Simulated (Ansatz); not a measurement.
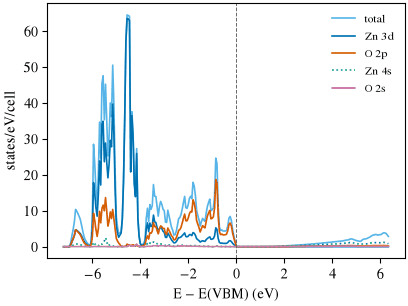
*Total and projected density of states of ZnO in space group Pm-3n (No. 223; Zn on 6c, O on 6d), plane-wave PAW r²SCAN (Ansatz code)*

Which orbitals carry the states next to the gap?

Top 1 eV of the valence band: O 2p 77 %, Zn 3d 21 %. Bottom 1 eV of the conduction band: Zn 4s 62 %, O 2s 19 %, O 2p 13 %. Projections are on Löwdin-orthogonalised atomic valence shells; empty p or d shells of many metals are not among them.

Where is the tallest occupied peak in this window, and what makes it?

Near -4.5 eV, about 65 states/eV per cell; the largest projected share is Zn 3d.

The start of the workflow was typed in or built on a structure type; neither database checked (COD, Materials Project) lists it. It is not the phase usual at ambient conditions (space group No. 186). The cell was relaxed with r²SCAN under the symmetry of its start; whether a distortion lowers the energy is not shown.

Potentials: the earlier of the program's two PAW sets.
